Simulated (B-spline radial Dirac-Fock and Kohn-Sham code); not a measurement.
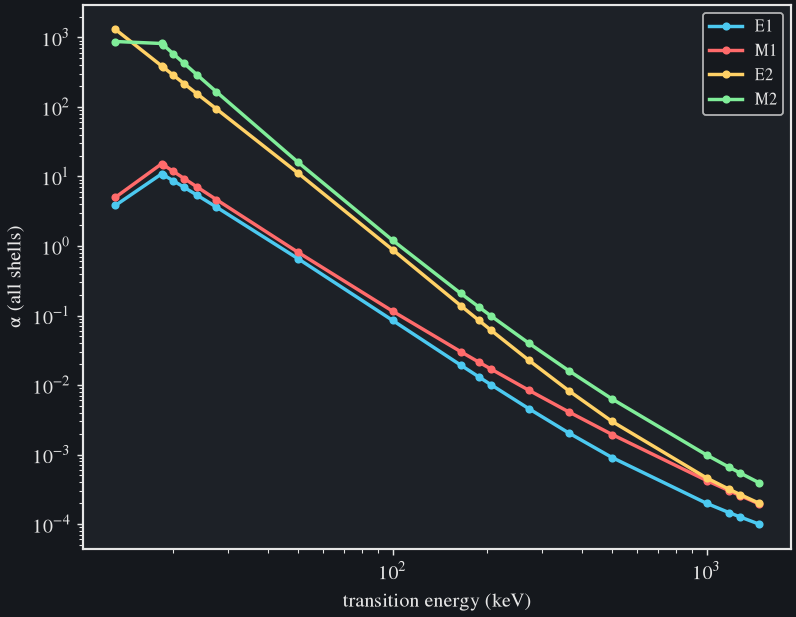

Figure. Total internal conversion coefficients against transition energy, at the marked points and joined by straight lines (also across edges). The total sums all shells and leaves out internal pair formation. The figure is for bromine (Z = 35). The calculation used a Dirac–Hartree–Slater potential of the neutral atom, no hole, surface-current nucleus (a radial B-spline solver).

E1 goes from 3.83 at 13.1 keV to 9.96 × 10⁻⁵ at 1470 keV; M1 goes from 5.01 at 13.1 keV to 1.95 × 10⁻⁴ at 1470 keV; E2 goes from 1310 at 13.1 keV to 1.99 × 10⁻⁴ at 1470 keV; M2 goes from 875 at 13.1 keV to 3.92 × 10⁻⁴ at 1470 keV.
